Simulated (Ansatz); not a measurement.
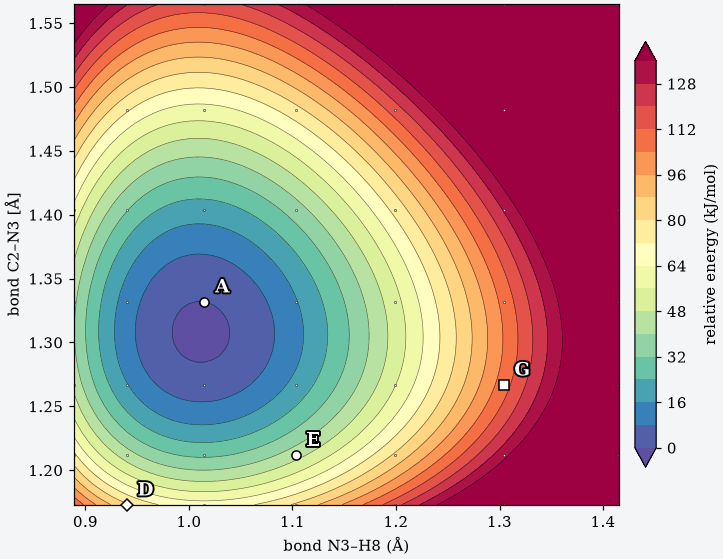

CH5N2, SMILES NC=[NH2+], charge +1. 
- Two internal coordinates are moved rigidly from the geometry relaxed at PBE0-D4/def2-TZVP, all others fixed.
- First axis: bond N3–H8. Second axis: bond C2–N3.
- Grid: 7 × 7 points.
- Points are written as (first, second).
- Energies are in kJ/mol, from the lowest grid point.
- Theory: RKS r2SCAN-D4/def2-TZVPP in Ansatz 0.2.0.

The picture shows filled contours, dots at the grid points, one colour for all values above the top of the scale, lettered points. Between grid points the surface is interpolated.

**What kind of point is each of A, E, G: minimum, saddle, maximum or slope?**

A: minimum; E: on a slope; G: on a slope. (In these two coordinates alone; a stationary point may lie a little off the grid point.)

**Rank the lettered points by energy, lowest first.**

A (0 kJ/mol), E (45 kJ/mol), D (81 kJ/mol), G (108 kJ/mol).
